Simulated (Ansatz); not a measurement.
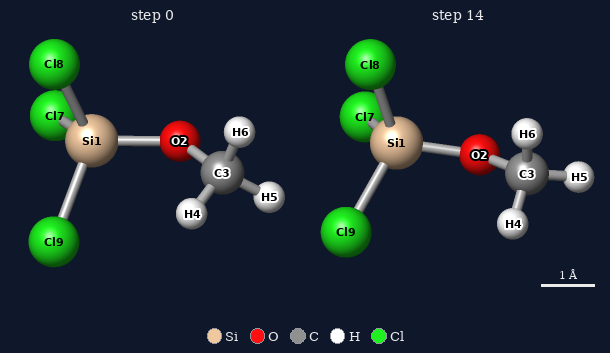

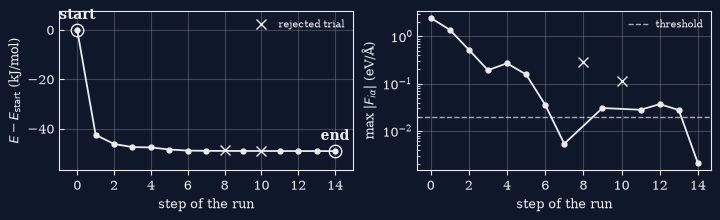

First and last geometry of a relaxation of CH₃Cl₃OSi, with the history of the run. The picture is a ball-and-stick view, seen at a tilt.

The run prepares the start of a later molecular dynamics calculation, from a guessed geometry.

The calculation used RHF/6-31G* in Ansatz 0.2.0. Settings: no spin polarisation; force threshold 0.02 eV/Å; at most 40 steps.

### Did the run converge, and what did it change?

It converged. Over 12 accepted moves (14 points after the start) the energy falls by 49.0 kJ/mol. Largest force component: 2.5 eV/Å at the start, 0.0021 eV/Å at the end. The line search rejected the trial steps at points 8, 10 of the run. The forces were under the threshold at step 7, but the run went on from there. The atom that moves furthest after the best rigid fit is H5 (0.39 Å). By element the largest moves are H 0.39 Å, Cl 0.31 Å, O 0.28 Å, Si 0.04 Å, C 0.02 Å. Near-neighbour distances that change, for instance: Si1–Cl7 2.130 → 2.026 Å, Si1–Cl8 2.128 → 2.041 Å, Si1–O2 1.680 → 1.599 Å, C3–H4 1.110 → 1.082 Å. Among the angles between lasting bonds that change: Si1–O2–C3 125.0° → 130.6°, O2–C3–H5 109.5° → 107.2°. Groups turn about O2–C3 by about 35°.

Limits of the set-up: Hartree-Fock leaves out electron correlation.
